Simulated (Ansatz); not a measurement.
# Geometry relaxation of CH4ClFOZn (part 2 of 2)

Continued. System: CH4ClFOZn. Method: RKS B3LYP/def2-SVP (Ansatz 0.2.0). It belongs to a series of runs on one base structure; here: end point A relaxed.

Geometry of the input (Å):
```
Zn -1.6409  0.2062  0.2504
O  0.0475  0.5825  -0.4045
C  0.8269  -0.3711  -1.0868
Cl -3.6300  -0.0664  0.8887
H  0.7796  0.8898  1.7097
F  0.4039  0.6593  2.5121
H  1.7557  0.1151  -1.4393
H  0.3256  -0.7895  -1.9830
H  1.1316  -1.2256  -0.4473
```

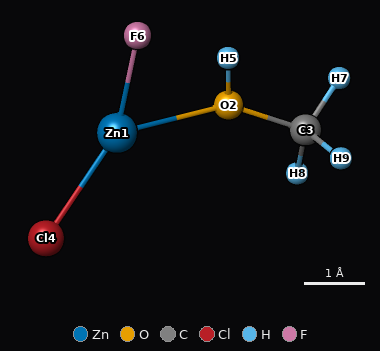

Figure 1. The geometry at step 15 of the log (ball-and-stick view, seen at a tilt; atoms are numbered from 1 in the order of the input).

Trajectory as extended XYZ, continued
```
9
Properties=species:S:1:pos:R:3:forces:R:3 step=6 energy=-66796.90733
Zn   -1.4421    0.2784    0.6854    0.0713   0.0253   0.0440
O     0.2514    0.4771   -0.1081   -0.0592  -0.1426  -0.1402
C     0.9017   -0.3725   -1.0273    0.0022   0.0392   0.0546
Cl   -3.5195   -0.0495    0.9462    0.0405   0.0107  -0.0161
H     0.5135    0.6971    1.2427    0.0498  -0.0379  -0.1420
F     0.0187    0.7858    2.1417   -0.0973   0.0468   0.2000
H     1.8140    0.1182   -1.4105    0.0025   0.0026   0.0088
H     0.2573   -0.5962   -1.8969    0.0086   0.0127   0.0083
H     1.2049   -1.3383   -0.5732   -0.0183   0.0432  -0.0173
9
Properties=species:S:1:pos:R:3:forces:R:3 step=7 energy=-66796.91340
Zn   -1.4390    0.2672    0.7387    0.0144   0.0354  -0.0244
O     0.2498    0.4337   -0.0906   -0.1125  -0.0618   0.0811
C     0.9072   -0.3796   -1.0330    0.0644  -0.0038   0.0555
Cl   -3.5257   -0.0435    0.9385    0.0235  -0.0006   0.0003
H     0.5065    0.6888    1.2238    0.0228   0.0353  -0.0400
F     0.0038    0.8395    2.1403    0.0199  -0.0466  -0.0749
H     1.8204    0.1270   -1.3946   -0.0135  -0.0109   0.0141
H     0.2670   -0.5735   -1.9122   -0.0059   0.0134   0.0112
H     1.2098   -1.3596   -0.6109   -0.0131   0.0396  -0.0230
9
Properties=species:S:1:pos:R:3:forces:R:3 step=8 energy=-66796.91740
Zn   -1.4450    0.2689    0.7753   -0.0509  -0.0164  -0.0042
O     0.2387    0.4010   -0.0774   -0.0783   0.0500   0.0016
C     0.9131   -0.3840   -1.0292    0.0748  -0.0012   0.0110
Cl   -3.5349   -0.0382    0.9442    0.0105   0.0001   0.0021
H     0.5018    0.7004    1.1794    0.0804  -0.1182  -0.0810
F     0.0037    0.8449    2.1237   -0.0114   0.0653   0.0413
H     1.8280    0.1360   -1.3678   -0.0232  -0.0217   0.0162
H     0.2811   -0.5558   -1.9190    0.0068   0.0096   0.0210
H     1.2134   -1.3733   -0.6293   -0.0088   0.0324  -0.0080
9
Properties=species:S:1:pos:R:3:forces:R:3 step=9 energy=-66796.92888
Zn   -1.4625    0.2666    0.8435   -0.0549   0.0197   0.0892
O     0.2171    0.3402   -0.0510   -0.0037   0.0294  -0.2471
C     0.9246   -0.3890   -1.0216    0.0845  -0.0198  -0.0863
Cl   -3.5580   -0.0334    0.9597    0.0123  -0.0068  -0.0009
H     0.5005    0.6808    1.0971    0.1788  -0.1606  -0.2707
F     0.0057    0.8931    2.0838   -0.1839   0.1210   0.3986
H     1.8462    0.1525   -1.3100   -0.0781  -0.0555   0.0390
H     0.3111   -0.5120   -1.9341    0.0522   0.0110   0.0825
H     1.2151   -1.3987   -0.6673   -0.0072   0.0617  -0.0044
9
Properties=species:S:1:pos:R:3:forces:R:3 step=10 energy=-66796.96257
Zn   -1.4772    0.2747    0.9248   -0.1011   0.0291   0.1415
O     0.1971    0.2779   -0.0322   -0.0670   0.0340  -0.3983
C     0.9379   -0.3961   -1.0193    0.1449   0.0017  -0.1015
Cl   -3.5784   -0.0262    0.9738    0.0393  -0.0120  -0.0104
H     0.4954    0.6661    1.0094    0.3783  -0.2952  -0.4674
F    -0.0047    0.9317    2.0587   -0.3236   0.2282   0.6478
H     1.8622    0.1682   -1.2583   -0.1345  -0.1031   0.0495
H     0.3434   -0.4752   -1.9503    0.0708   0.0149   0.1486
H     1.2242   -1.4211   -0.7067   -0.0072   0.1023  -0.0098
9
Properties=species:S:1:pos:R:3:forces:R:3 step=11 energy=-66797.03522
Zn   -1.4937    0.2863    1.0468   -0.2613   0.0366   0.1636
O     0.1734    0.1888   -0.0012   -0.3145  -0.3714  -1.2450
C     0.9549   -0.4056   -1.0153    0.1918   0.0679  -0.1521
Cl   -3.6027   -0.0160    0.9776    0.1443  -0.0194  -0.0136
H     0.4958    0.6460    0.8794    0.8513  -0.2062  -0.1603
F    -0.0247    0.9855    2.0337   -0.4562   0.4522   1.0656
H     1.8778    0.1909   -1.1942   -0.2646  -0.2147   0.0804
H     0.3773   -0.4254   -1.9639    0.1305   0.0052   0.2816
H     1.2416   -1.4504   -0.7629   -0.0214   0.2498  -0.0201
9
Properties=species:S:1:pos:R:3:forces:R:3 step=12 energy=-66797.18891
Zn   -1.5211    0.3292    1.2300   -0.3865  -0.0152  -0.0781
O     0.1253    0.0504    0.0140    0.0224  -0.3197  -0.8538
C     0.9729   -0.4265   -1.0290    0.0506   0.1351  -0.2400
Cl   -3.6296   -0.0241    0.9674    0.4354   0.0169   0.0610
H     0.5366    0.6126    0.7178    0.4675  -0.0645   0.1347
F    -0.0695    1.0982    2.0614   -0.2554   0.2862   0.5109
H     1.8928    0.2143   -1.1039   -0.5355  -0.4715   0.0711
H     0.4306   -0.3614   -2.0036    0.2406  -0.0623   0.4574
H     1.2620   -1.4926   -0.8541   -0.0391   0.4952  -0.0631
9
Properties=species:S:1:pos:R:3:forces:R:3 step=13 energy=-66797.21076
Zn   -1.5231    0.4034    1.1809   -0.1109  -0.0212   0.2216
O     0.0989    0.0880   -0.0248    1.0346   0.8545   0.7937
C     0.9529   -0.4246   -1.0389    0.1687   0.0475  -0.1884
Cl   -3.6048   -0.0925    0.9728    0.3483   0.0886   0.0141
H     0.5962    0.5936    0.7342   -0.7831  -0.8537  -0.9377
F    -0.0753    1.0979    2.1226   -0.3478   0.0009  -0.0920
H     1.8880    0.1827   -1.0873   -0.3850  -0.2817  -0.0400
H     0.4461   -0.3664   -2.0244    0.0966  -0.0234   0.2937
H     1.2209   -1.4819   -0.8352   -0.0214   0.1885  -0.0651
9
Properties=species:S:1:pos:R:3:forces:R:3 step=14 energy=-66797.32527
Zn   -1.4859    0.4157    1.1900   -0.3224  -0.0418   0.0271
O     0.1917    0.2650   -0.0304   -0.2993  -0.1348  -0.2675
C     0.9269   -0.4123   -1.0390    0.1421   0.1618  -0.0017
Cl   -3.5196   -0.1383    0.8243    0.1850   0.0331  -0.0250
H     0.6917    0.5476    0.7623    0.3187   0.0730   0.1246
F    -0.1655    1.0646    2.2553    0.0508  -0.0169   0.0528
H     1.8587    0.1394   -1.2492   -0.0263  -0.0567  -0.0689
H     0.3186   -0.4344   -1.9557   -0.0066   0.0064   0.0769
H     1.1832   -1.4473   -0.7576   -0.0420  -0.0242   0.0817
9
Properties=species:S:1:pos:R:3:forces:R:3 step=15 energy=-66797.33497
Zn   -1.4837    0.4211    1.1982   -0.2512  -0.0419   0.0302
O     0.1932    0.2786   -0.0303   -0.1667  -0.0955  -0.2543
C     0.9215   -0.4088   -1.0372    0.0320   0.0881  -0.0077
Cl   -3.5039   -0.1413    0.7947    0.1304   0.0250  -0.0282
H     0.7140    0.5488    0.7509    0.2289   0.0891   0.1770
F    -0.1677    1.0482    2.2763    0.0532  -0.0022   0.0613
H     1.8478    0.1393   -1.2727    0.0001  -0.0119  -0.0513
H     0.2970   -0.4480   -1.9402   -0.0084  -0.0095   0.0089
H     1.1817   -1.4378   -0.7397   -0.0184  -0.0411   0.0641
9
Properties=species:S:1:pos:R:3:forces:R:3 step=16 energy=-66797.30196 accepted=F
Zn   -1.4505    0.4029    1.1415    0.7342   0.2983   0.6225
O     0.2465    0.4557   -0.0456    0.7321  -0.1432   0.3505
C     0.8836   -0.3827   -1.0205    0.0049   0.0127  -0.2181
Cl   -3.4123   -0.1498    0.6451   -0.4196  -0.1213  -0.1656
H     0.7812    0.5909    0.7982   -0.5317  -0.0522  -0.7639
F    -0.1541    0.8974    2.3692   -0.3227  -0.1977  -0.4234
H     1.7935    0.1161   -1.4482   -0.5053  -0.2876   0.3240
H     0.1586   -0.5565   -1.8487    0.2880   0.1585   0.3961
H     1.1534   -1.3740   -0.5911    0.0203   0.3325  -0.1221
9
Properties=species:S:1:pos:R:3:forces:R:3 step=17 energy=-66797.34821
Zn   -1.4803    0.4275    1.2356   -0.0592  -0.0351  -0.0239
O     0.2034    0.3156   -0.0294    0.0521  -0.0168  -0.1038
C     0.9037   -0.4044   -1.0372   -0.0881  -0.0180   0.0782
Cl   -3.4635   -0.1465    0.7063    0.0704   0.0178  -0.0109
H     0.7688    0.5622    0.7295   -0.0244   0.0532   0.0873
F    -0.1739    1.0141    2.3383    0.0242  -0.0060   0.0264
H     1.8140    0.1375   -1.3312    0.0625   0.0367  -0.0477
H     0.2478   -0.4886   -1.9130   -0.0425  -0.0083  -0.0081
H     1.1798   -1.4173   -0.6988    0.0051  -0.0235   0.0026
9
Properties=species:S:1:pos:R:3:forces:R:3 step=18 energy=-66797.35694
Zn   -1.4606    0.4251    1.2306    0.0456  -0.0219   0.0224
O     0.2271    0.3899   -0.0375    0.0503  -0.0671  -0.1232
C     0.8843   -0.4000   -1.0278    0.0091   0.1671   0.0310
Cl   -3.4148   -0.1534    0.6220   -0.0001   0.0066  -0.0196
H     0.7908    0.6018    0.7352   -0.0071  -0.0132   0.0001
F    -0.1682    0.9428    2.3860   -0.0111  -0.0076  -0.0372
H     1.7865    0.1217   -1.3986   -0.1063  -0.0878   0.0403
H     0.1881   -0.5342   -1.8685   -0.0021   0.0262   0.0624
H     1.1668   -1.3936   -0.6414    0.0218  -0.0022   0.0239
9
Properties=species:S:1:pos:R:3:forces:R:3 step=19 energy=-66797.35716
Zn   -1.4307    0.3774    1.2363    0.0658   0.1124   0.0406
O     0.2450    0.4518   -0.0413    0.2320  -0.0895   0.0290
C     0.8631   -0.3892   -1.0167   -0.0728   0.0444  -0.0292
Cl   -3.3666   -0.1412    0.5265   -0.0140  -0.0320   0.0017
H     0.8155    0.6236    0.7421   -0.1373   0.0023  -0.1717
F    -0.1564    0.9011    2.4127   -0.0512  -0.0809  -0.0592
H     1.7472    0.1097   -1.4619   -0.1600  -0.1064   0.1097
H     0.1216   -0.5703   -1.8144    0.1188   0.0467   0.1447
H     1.1611   -1.3629   -0.5832    0.0188   0.1031  -0.0656
9
Properties=species:S:1:pos:R:3:forces:R:3 step=20 energy=-66797.35993
Zn   -1.4350    0.4205    1.2195    0.1005  -0.0350   0.0821
O     0.2478    0.4697   -0.0474    0.1805   0.0053  -0.0001
C     0.8580   -0.3884   -1.0098   -0.0731   0.0065  -0.0297
Cl   -3.3582   -0.1547    0.5136   -0.0014   0.0187   0.0000
H     0.8189    0.6472    0.7327   -0.1124  -0.0599  -0.1033
F    -0.1423    0.8408    2.4195   -0.0886   0.0082  -0.0764
H     1.7359    0.1015   -1.4713   -0.1055  -0.0622   0.0699
H     0.1088   -0.5846   -1.7953    0.1113   0.0246   0.1127
H     1.1661   -1.3520   -0.5613   -0.0113   0.0937  -0.0553
9
Properties=species:S:1:pos:R:3:forces:R:3 step=21 energy=-66797.36224
Zn   -1.4338    0.4068    1.2198    0.0480   0.0080   0.0656
O     0.2464    0.4613   -0.0487    0.0539  -0.0222  -0.0377
C     0.8612   -0.3889   -1.0123   -0.0129   0.0241  -0.0109
Cl   -3.3692   -0.1497    0.5330    0.0040   0.0039  -0.0024
H     0.8092    0.6346    0.7351   -0.0164  -0.0096  -0.0166
F    -0.1464    0.8642    2.4104   -0.0576  -0.0192  -0.0628
H     1.7442    0.1027   -1.4570   -0.0540  -0.0322   0.0239
H     0.1229   -0.5750   -1.8068    0.0460   0.0123   0.0559
H     1.1653   -1.3560   -0.5735   -0.0111   0.0348  -0.0151
9
Properties=species:S:1:pos:R:3:forces:R:3 step=22 energy=-66797.36277
Zn   -1.4319    0.4019    1.2223    0.0179   0.0095   0.0294
O     0.2480    0.4655   -0.0498    0.0276  -0.0087  -0.0238
C     0.8595   -0.3875   -1.0109   -0.0113   0.0043   0.0028
Cl   -3.3662   -0.1484    0.5264    0.0104   0.0017   0.0023
H     0.8115    0.6354    0.7337   -0.0110   0.0026  -0.0006
F    -0.1454    0.8615    2.4094   -0.0311  -0.0143  -0.0257
H     1.7403    0.1009   -1.4598   -0.0131  -0.0102   0.0058
H     0.1201   -0.5766   -1.8016    0.0114   0.0039   0.0171
H     1.1640   -1.3526   -0.5697   -0.0007   0.0111  -0.0073
9
Properties=species:S:1:pos:R:3:forces:R:3 step=23 energy=-66797.36303
Zn   -1.4289    0.4006    1.2223    0.0028   0.0008   0.0004
O     0.2526    0.4776   -0.0530   -0.0039  -0.0023  -0.0079
C     0.8561   -0.3862   -1.0088    0.0019   0.0047   0.0047
Cl   -3.3586   -0.1500    0.5157    0.0039   0.0001  -0.0002
H     0.8153    0.6423    0.7317   -0.0014  -0.0002   0.0027
F    -0.1452    0.8489    2.4127   -0.0021  -0.0015   0.0015
H     1.7355    0.0951   -1.4667    0.0016  -0.0024  -0.0041
H     0.1121   -0.5804   -1.7932   -0.0010   0.0005   0.0024
H     1.1608   -1.3477   -0.5609   -0.0017   0.0004   0.0005
```

Summary

- outcome: converged
- total energy: −66797.3633 eV
- mean-field energy: −66797.3633 eV
- largest force (length of the vector) at the end: 0.009 eV/Å
- wall time: 92 s (CPU time 3 min)
- peak memory: 0.27 GiB
